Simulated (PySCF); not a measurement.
# C5H12BN: electronic excitations

What electronic excitations should C5H12BN (`CBN1CC1(C)C`) show?

The runs use PySCF 2.14.0, with density-fitted response routines of our own; the level of theory stands in each step. All values are computed, except where a source is named. Atoms count from 0, in the outputs and in this text.

## Step 1: The starting structure

19 atoms, charge 0, multiplicity 1; geometry from: GFN2-xTB.

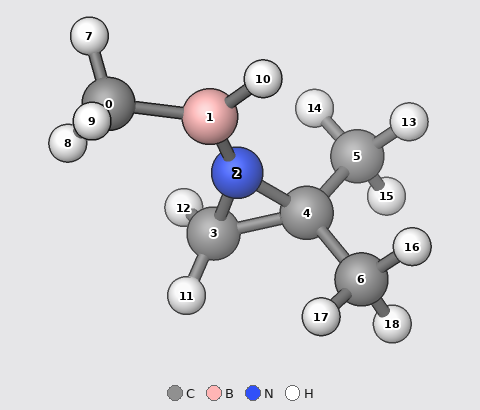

As it starts; carbon grey, boron pink, nitrogen blue, hydrogen white, atoms numbered; sticks join atoms by distance.

## Step 2: Ultraviolet spectrum: wB97X-D/def2-SVPD

The job: settings as JSON, then the geometry in Å.

```
{"job": {"kind": "uv", "xc": "wB97X-D", "basis": "def2-SVPD", "nstates": 8, "ntriplets": 3}, "charge": 0, "multiplicity": 1}
C      2.820740     0.278319     0.856683
B      1.261458     0.533635     1.015792
N      0.389482     0.023656     0.097576
C      0.211089    -0.732156    -1.098765
C     -0.945881    -0.142456    -0.364247
C     -1.849865    -1.058058     0.434451
C     -1.638762     1.074902    -0.939798
H      3.224364    -0.231295     1.729994
H      3.065158    -0.321291    -0.017460
H      3.363530     1.218750     0.773936
H      0.821709     1.158353     1.909480
H      0.540390    -0.278421    -2.027277
H      0.386830    -1.801201    -1.044561
H     -2.308764    -0.508158     1.253347
H     -1.278638    -1.882742     0.852780
H     -2.637937    -1.459477    -0.200029
H     -2.070626     1.671808    -0.138943
H     -0.928752     1.693095    -1.483422
H     -2.435329     0.771986    -1.617001
```

With the program's defaults for keys left out, this is: TDDFT wB97X-D/def2-SVPD, vertical, gas phase, core orbitals frozen in the response.

Command:

```bash
> OMP_NUM_THREADS=1 python probes_run.py task.json out
```

This one command runs all jobs of the session in turn.

Log:

```text
coarse grid: 15024 points
cycle   1  E = -277.0083709943  dE =  1.057e+00  |g| = 3.781e-01  |ddm| = 1.050e+01
cycle   2  E = -277.0291731920  dE = -2.080e-02  |g| = 2.971e-01  |ddm| = 1.403e+00
cycle   3  E = -277.0481116021  dE = -1.894e-02  |g| = 5.222e-02  |ddm| = 6.891e-01
cycle   4  E = -277.0486159717  dE = -5.044e-04  |g| = 2.743e-02  |ddm| = 1.898e-01
cycle   5  E = -277.0487813063  dE = -1.653e-04  |g| = 3.725e-03  |ddm| = 6.384e-02
cycle   6  E = -277.0487849994  dE = -3.693e-06  |g| = 1.371e-03  |ddm| = 1.537e-02
final grid: 142704 points
cycle   7  E = -277.0902029549  dE = -1.400e-04  |g| = 5.654e-03  |ddm| = 2.473e-01
cycle   8  E = -277.0902053233  dE = -2.368e-06  |g| = 5.335e-03  |ddm| = 4.555e-02
cycle   9  E = -277.0902109416  dE = -5.618e-06  |g| = 7.881e-04  |ddm| = 1.085e-02
cycle  10  E = -277.0902110804  dE = -1.388e-07  |g| = 3.303e-04  |ddm| = 4.086e-03
cycle  11  E = -277.0902111099  dE = -2.950e-08  |g| = 4.547e-05  |ddm| = 1.325e-03
cycle  12  E = -277.0902111107  dE = -8.188e-10  |g| = 1.512e-05  |ddm| = 2.386e-04
converged SCF energy = -277.0902111107

Static polarisability (au): isotropic 82.206, principal 71.450 77.557 97.610

Singlet excitations
state   eV       nm        f      main configurations
  1   7.2603    170.8   0.00192   H-1->L+1 0.91
  2   7.5133    165.0   0.39061   H->L+1 0.95
  3   7.5376    164.5   0.00462   H->L 0.92
  4   8.3146    149.1   0.02534   H-1->L 0.82, H-1->L+2 0.13
  5   8.3184    149.0   0.01009   H-2->L+1 0.47, H->L+2 0.23, H->L+6 0.16
  6   8.3495    148.5   0.00382   H-2->L+1 0.44, H->L+2 0.25, H->L+6 0.16
  7   8.5347    145.3   0.03172   H->L+3 0.89
  8   8.6834    142.8   0.02275   H-2->L 0.85

Triplet excitations (Tamm-Dancoff, eV): 5.9438 6.8400 7.5502
```

It took 93 s on 1 thread of Arm Neoverse N1, shared host; peak memory 1 GiB.

The orbitals next to the gap, with their largest atomic shares:

```tsv
orbital	eV	atoms
HOMO−3	-11.91	C0 30 %, H8 14 %, B1 9 %
HOMO−2	-10.53	C3 27 %, C4 21 %, N2 11 %
HOMO−1	-10.01	B1 24 %, C0 23 %, H10 14 %
HOMO	-9.37	N2 53 %, B1 13 %, C3 7 %
LUMO	2.11	B1 29 %, C6 10 %, C5 10 %
LUMO+1	2.49	B1 35 %, N2 16 %, H10 11 %
LUMO+2	2.81	B1 24 %, C0 11 %, C5 9 %
```

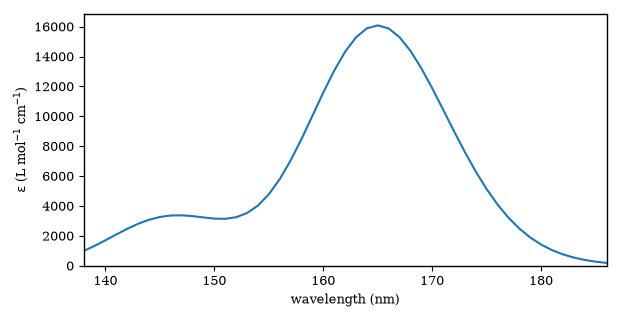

Absorption spectrum: each of the 8 states is a Gaussian band of 0.4 eV half-width at 1/e. Beyond the last state computed it falls off for lack of states.

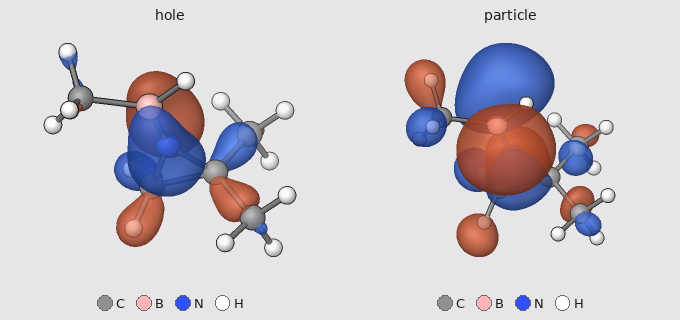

Leading natural transition orbitals of singlet state 2: the electron leaves the hole (left) for the particle orbital (right).

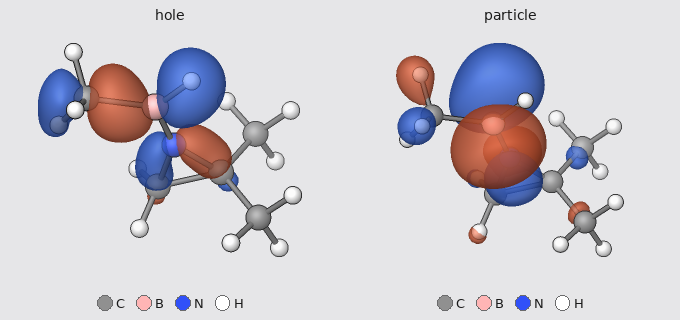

Leading natural transition orbitals of singlet state 1: the electron leaves the hole (left) for the particle orbital (right).

Further results of this job:

```tsv
property	computed
dipole moment (D)	2.03
polarisability (Å³)	12.18
HOMO–LUMO gap (eV)	11.48
−ε(HOMO) (eV)	9.37
```

Orbitals, density, ELF and potential are computed afterwards from the orbital file.

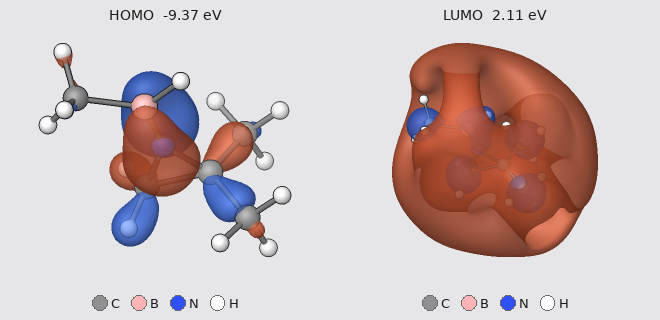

wB97X-D/def2-SVPD orbitals near the gap, drawn at the value that encloses 70 % of each; the two colours are the two signs. The LUMO is diffuse and is cut off by the edge of the grid.

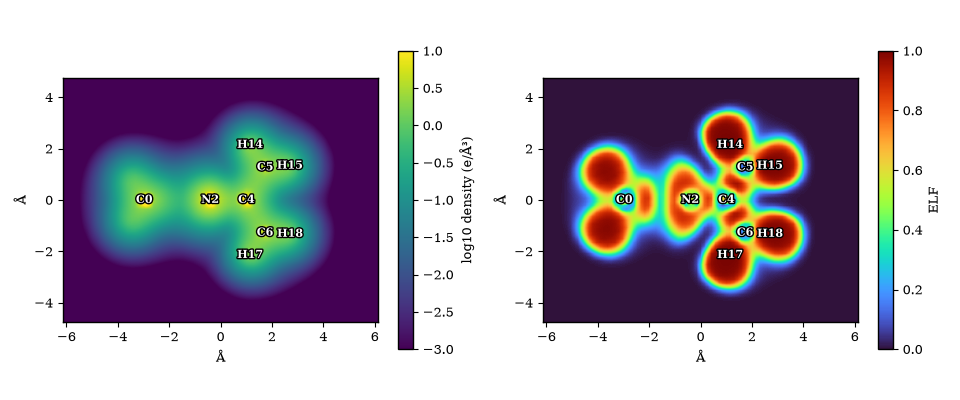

Density (left) and ELF (right) in a plane through or near 9 of the atoms.

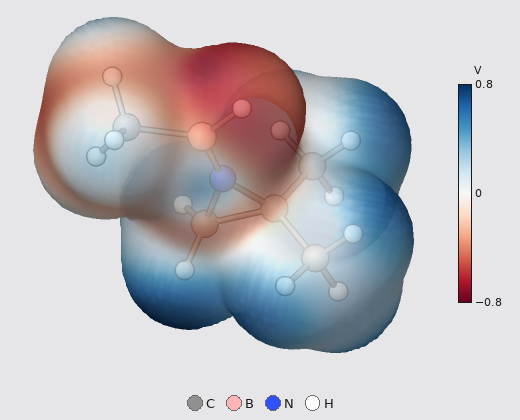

The potential that a unit positive charge feels on the 0.002 e/bohr³ surface, from -0.62 to 0.80 V.

## Step 3: What came out

| quantity | value |
| --- | --- |
| lowest singlet (wB97X-D/def2-SVPD) | 7.26 eV (171 nm), f = 0.002 |
| brightest single state of those computed | state 2, 7.51 eV, f = 0.391 |
| lowest triplet | 5.94 eV |
| surface potential, least and greatest | -0.62 V and 0.80 V |

In words: The first singlet state (HOMO−1→LUMO+1 0.91) lies at 7.26 eV and is weak; of the 8 states computed, the strongest absorption comes from state 2 at 7.51 eV. The lowest triplet lies 1.32 eV below the lowest singlet (triplets in Tamm-Dancoff, singlets in full TDDFT).
